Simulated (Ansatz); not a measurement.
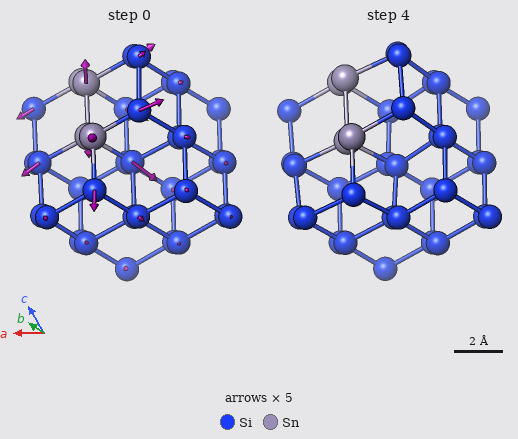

The structure of solid Si124Sn4 (a generated structure, set up in P1) before (left) and after (right) a relaxation, at one scale. The purple arrows give the displacements, magnified 5 times.

A ball-and-stick model of the atoms within 5.8 Å of the atom that moves most (axes of the cell of the calculation (origin shifted)), seen from a free direction.

All numbers below come from DFT, PBEsol, PAW, plane waves (Ansatz 0.2.0). Settings: plane-wave cutoff 420 eV; k-point mesh 1 × 1 × 1; mesh shifted by (0.5, 0.5, 0.5); no spin polarisation; cell relaxed at fixed shape; force threshold 0.03 eV/Å; at most 80 steps.

### Summarise the run.

The atom that moves furthest is a Si atom (0.29 Å along [−1 −1 −2]). Largest moves by element: Si 0.29 Å, Sn 0.25 Å. The cell stays as it was. Some distances before and after: Sn–Sn 2.337 → 2.678 Å, Sn–Sn 2.365 → 2.678 Å, Si–Sn 2.321 → 2.521 Å, Si–Sn 2.357 → 2.518 Å. Bond angles that change, for instance: Sn–Sn–Sn 109.5° → 98.2°, Si–Si–Si 111.2° → 103.4°, Si–Si–Sn 109.7° → 101.9°. The space group stays P1 (No. 1). After 4 geometry steps the energy has fallen by 5.038 eV per cell of the calculation. Largest force component: 4.6 eV/Å at the start, 0.025 eV/Å at the end. Pressure: 0.71 GPa at the start and 0.00 GPa at the end.
